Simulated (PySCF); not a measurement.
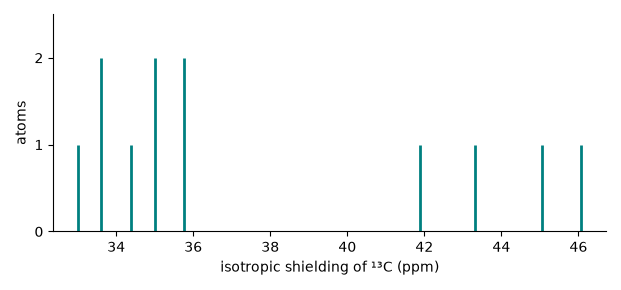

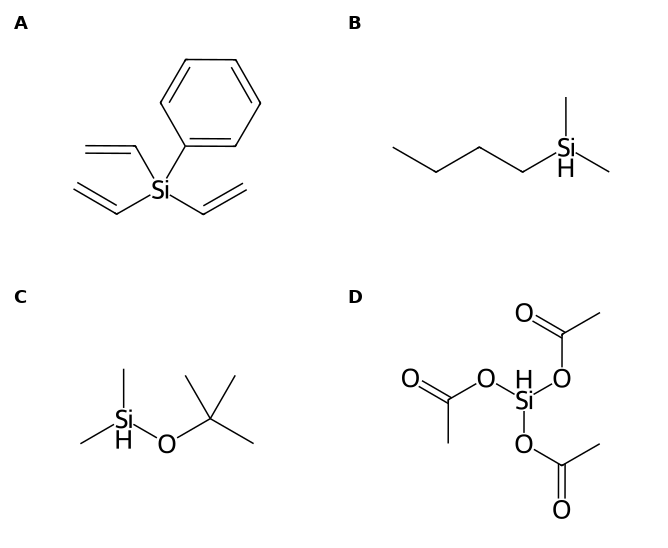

The sticks are computed shieldings of one of the molecules, for one fixed geometry (PBE0-D3(BJ)/def2-SVP) without averaging over rotations. Low shielding means a high chemical shift. Method: GIAO B3LYP/pcSseg-1 NMR shielding, non-relativistic, gas phase (PySCF 2.14.0).

### Match the spectrum to a structure.

A, `C=C[Si](C=C)(C=C)c1ccccc1`. Its 12 C atoms give lines at 33.0, 33.6 (2 atoms), 34.4, 35.0 (2 atoms), 35.8 (2 atoms), 41.9, 43.3, 45.0, 46.1 ppm.
